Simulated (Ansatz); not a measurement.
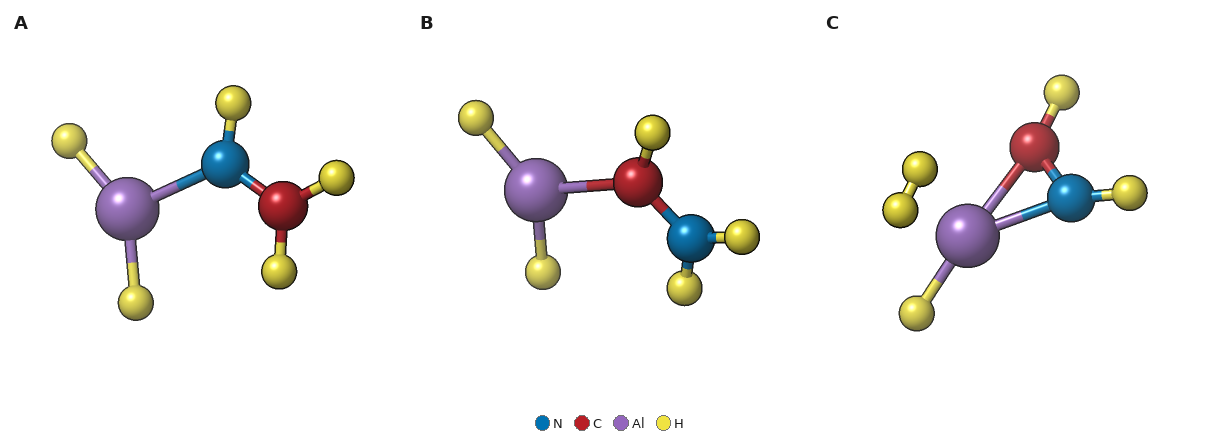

3 stationary structures of one formula. The species has charge +1 and is a spin singlet. Geometries: PBE0-D4/def2-TZVP. Electronic energies: RHF-CCSD(T) (frozen core)/def2-TZVPP (Ansatz 0.2.0), without zero-point energy. No frequency run is at hand to confirm each as a minimum. Each is one conformer, not always the lowest.

> Which structure is the most stable?

A is lowest (Cs); B lies 19.5 kcal/mol above it (Cs), C lies 39.2 kcal/mol above it (C1).
